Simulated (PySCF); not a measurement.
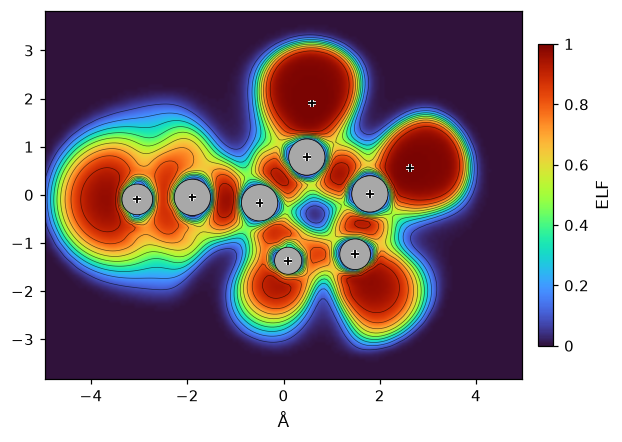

The ELF on a plane through atoms (crosses mark nuclei in the plane; grey discs cover the cores).

These are results of PBE0/pcSseg-1, SCF density, gas phase, non-relativistic (PySCF), not measurements.

Candidates:
A. C$_{4}$H$_{2}$N$_{2}$O (SMILES N#Cc1ccno1)
B. C$_{5}$H$_{11}$AlF$_{3}$P
C. C$_{4}$H$_{13}$P

> Which candidate gave the map?

Candidate A: C$_{4}$H$_{2}$N$_{2}$O on the plane of atoms C5, N6 and O7, which holds N, C, O and H. C–N (1.15 Å): the ELF peaks at about 0.85 between the atoms: a short, multiple covalent bond. C–O (1.34 Å): the ELF peaks at about 0.90 between the atoms: a shared but strongly polarised pair.
